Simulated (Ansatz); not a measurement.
**C2H7NOSi (SMILES NC1([SiH3])CO1): density, localisation and related maps**

The calculation's input:

```
crystal:
  periodic: [false, false, false]
  atoms:
    - {symbol: N, position_ang: [-1.005271, 1.202410, 0.281452]}
    - {symbol: C, position_ang: [-0.274903, 0.043488, -0.050278]}
    - {symbol: Si, position_ang: [1.593161, 0.270403, -0.147842]}
    - {symbol: C, position_ang: [-0.821581, -1.268713, 0.285728]}
    - {symbol: O, position_ang: [-0.811755, -0.850458, -1.066017]}
    - {symbol: H, position_ang: [-0.871188, 1.942453, -0.395048]}
    - {symbol: H, position_ang: [-1.997061, 1.023520, 0.379669]}
    - {symbol: H, position_ang: [2.201102, -1.011909, -0.580341]}
    - {symbol: H, position_ang: [2.135176, 0.668773, 1.176281]}
    - {symbol: H, position_ang: [1.901639, 1.338891, -1.136243]}
    - {symbol: H, position_ang: [-1.804707, -1.310637, 0.754012]}
    - {symbol: H, position_ang: [-0.167612, -2.103420, 0.532628]}
basis:
  gaussian: {orbitals: def2-TZVPP}
hamiltonian: {xc: pbe0, dispersion: d4}
output: {orbitals: {seedname: orbitals}}
```

Launched as:

```sh
ansatz run in.yaml --threads 4 --pin off --events-out ev --progress --plain --max-ram 10444MiB
```

Geometry: PBE0-D4/def2-TZVP.

All numbers below come from RKS PBE0-D4/def2-TZVPP in Ansatz.

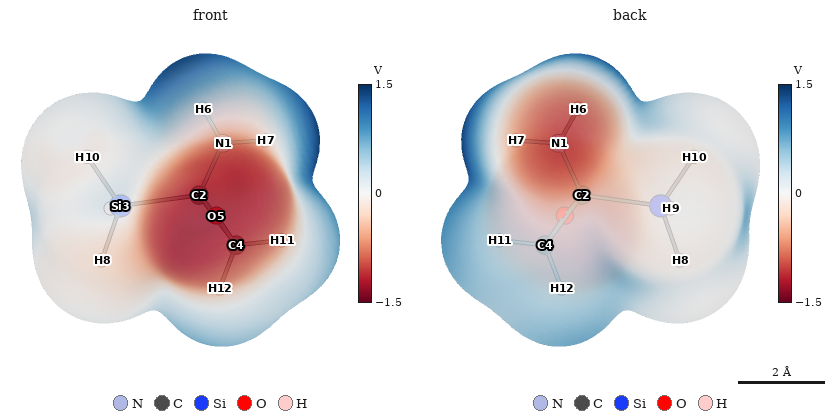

Figure 1. The electrostatic potential painted on the density surface at 0.001 e/bohr³, seen from the front and from behind; the colour scale runs from red (negative) to blue (positive).

Where is the surface potential most negative and most positive?

Answer. The most negative region (about −1.3 V) lies over O5, the most positive (about +1.4 V) over H6 and H7. O5 is the likeliest acceptor of a hydrogen bond.

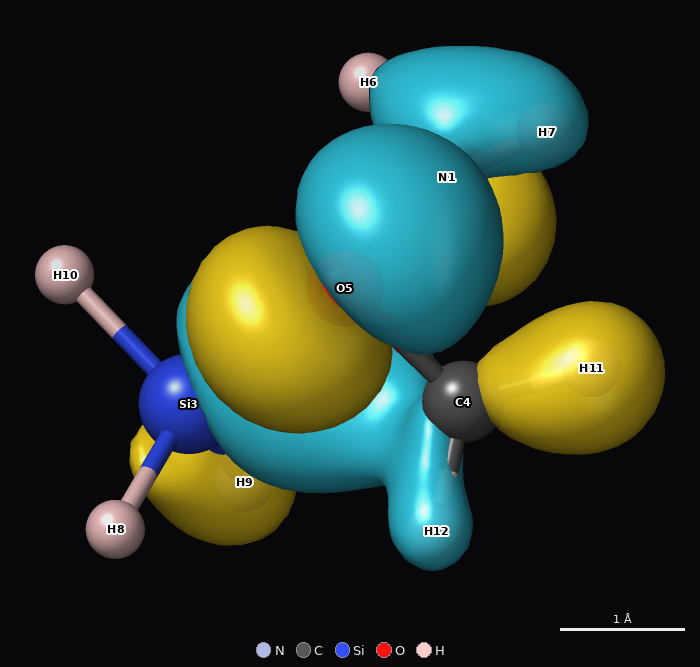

Figure 2. The HOMO−1 at ±0.1 Å⁻³ᐟ² (yellow and cyan are the two phases), seen at a tilt.

What is the character of this orbital?

Answer. By Hirshfeld shares it lies mainly on O5 (about 50 %), N1 (about 15 %), C2 (about 15 %), Si3 (about 10 %) and C4 (about 5 %). Its energy is −7.98 eV.

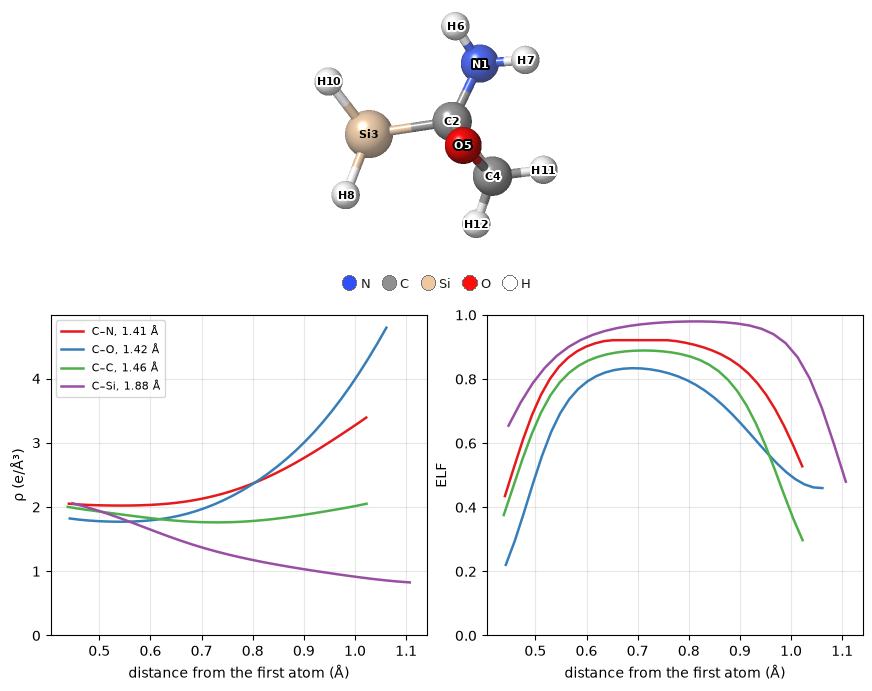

Figure 3. Electron density and ELF along straight lines between neighbouring atoms. The curves leave out the atomic cores. The structure is drawn too.

What can be read from the curves?

Answer. C–N (1.41 Å): ρ is about 2.1 e/Å³ halfway; the ELF peaks at about 0.90 between the atoms (localised, covalent bonding).
C–O (1.42 Å): the density is about 2 e/Å³ at the midpoint, with its minimum of 1.8 e/Å³ about 0.5 Å from C; the ELF peaks at about 0.85 between the atoms: a shared but strongly polarised pair.
C–C (1.46 Å): ρ at the midpoint is about 1.8 e/Å³; the ELF peaks at about 0.90 between the atoms; a shared electron pair.
C–Si (1.88 Å): ρ at the midpoint is about 0.98 e/Å³; the ELF peaks at about 1 between the atoms; a shared electron pair.

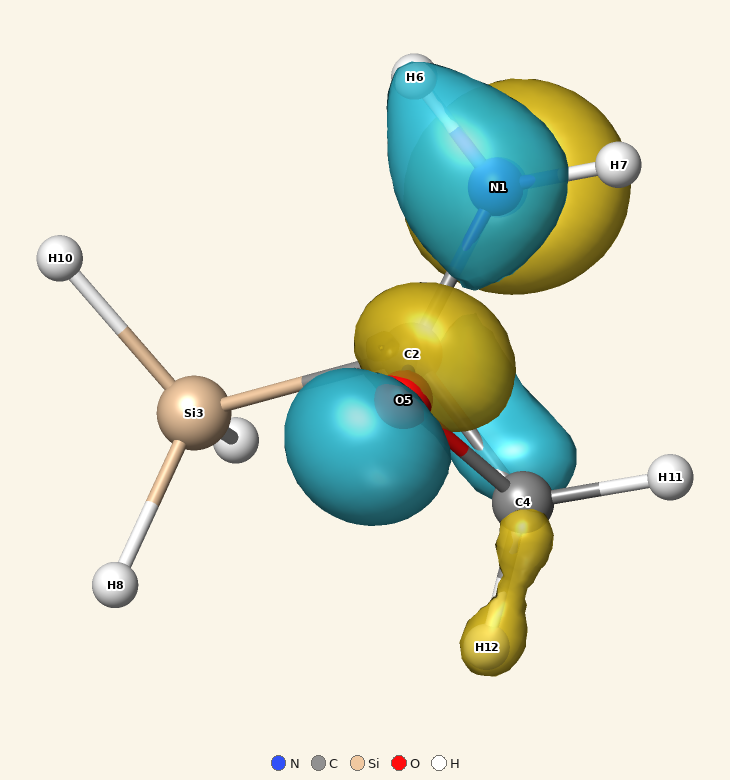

Figure 4. The HOMO at ±0.2 Å⁻³ᐟ² (yellow and cyan are the two phases), seen at a tilt.

Describe this orbital and give its energy.

Answer. By Hirshfeld shares it lies mainly on N1 (about 45 %), O5 (about 30 %), C2 (about 10 %) and C4 (about 5 %); largely a combination of lone pairs on N1 and O5. Its energy is −7.38 eV.
